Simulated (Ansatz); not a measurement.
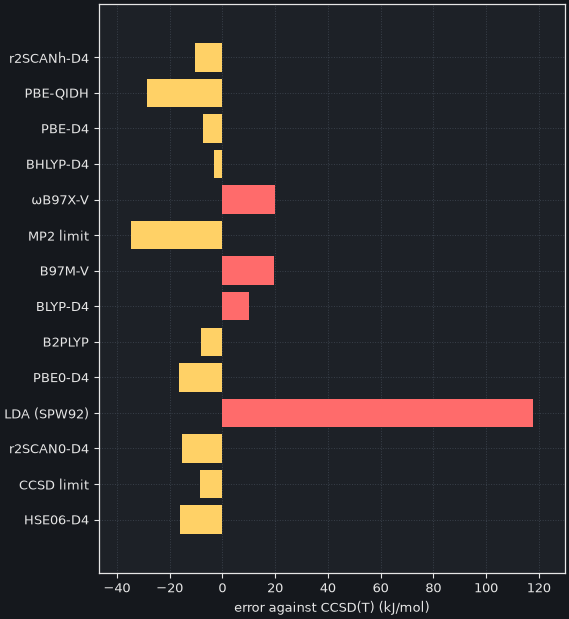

Error in the electronic atomisation energy (method less reference, so positive means overbinding) of PH₃, SMILES P: functionals in def2-TZVPP against frozen-core CCSD(T) at the limit (scheme: direct), which gives 1012.9 kJ/mol, at a PBE0-D4/def2-TZVP geometry (a minimum by its frequencies), no zero-point or spin-orbit term, the Ansatz code. The reference leaves out core correlation, a term that grows with the number of heavy atoms. PBE-QIDH and B2PLYP hold a correlation term that converges slowly with the basis, so part of the distance to the limit is basis error. No dispersion term is added to PBE-QIDH and B2PLYP. Limit means the basis limit.

**Which of these levels overbind, and which underbind?**

Overbind: ωB97X-V, B97M-V, BLYP-D4 and LDA (SPW92). Underbind: r2SCANh-D4, PBE-QIDH, PBE-D4, MP2 limit, B2PLYP, PBE0-D4, r2SCAN0-D4, CCSD limit and HSE06-D4. Within 5 kJ/mol of zero, too close to call in view of what the reference leaves out: BHLYP-D4.

**Give the values.**

```tsv
level	kJ/mol
r2SCANh-D4	−10.4
PBE-QIDH	−28.6
PBE-D4	−7.4
BHLYP-D4	−3.2
ωB97X-V	20.0
MP2 limit	−34.7
B97M-V	19.5
BLYP-D4	10.2
B2PLYP	−7.9
PBE0-D4	−16.4
LDA (SPW92)	117.8
r2SCAN0-D4	−15.2
CCSD limit	−8.5
HSE06-D4	−15.9
```
